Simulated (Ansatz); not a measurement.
```xyz
6

F    -0.5240   -2.5739    0.1673
Ga    0.3461   -1.0587    0.2893
O    -0.7877    0.3365    0.1485
S    -0.1475    1.9049    0.1343
H     1.8791   -0.9976    0.4873
H    -0.4341    2.2381    1.4222
```

Computed with RKS B3LYP/def2-SVP (Ansatz).

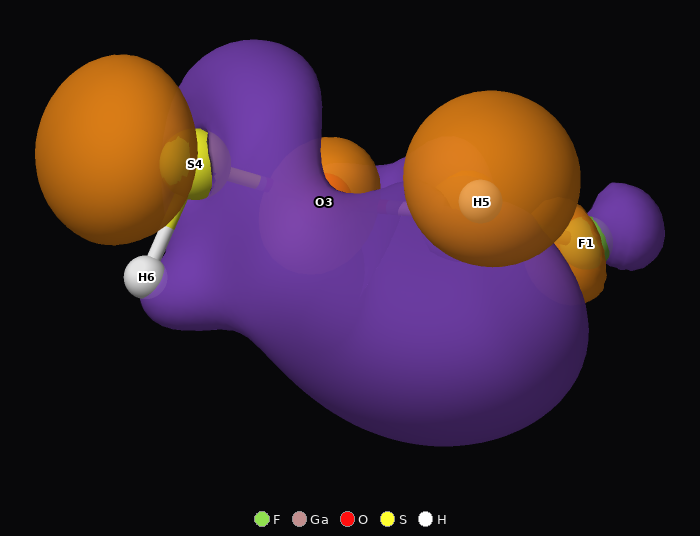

FGaH₂OS (SMILES [F][GaH][O]S). The LUMO at ±0.08 Å⁻³ᐟ² (orange and purple are the two phases), seen from one side.

> What is the character of this orbital?

Its weight (Hirshfeld) is mainly on Ga2 (about 45 %), S4 (about 25 %), O3 (about 15 %), H5 (about 10 %) and F1 (about 5 %). Its energy is −1.44 eV.
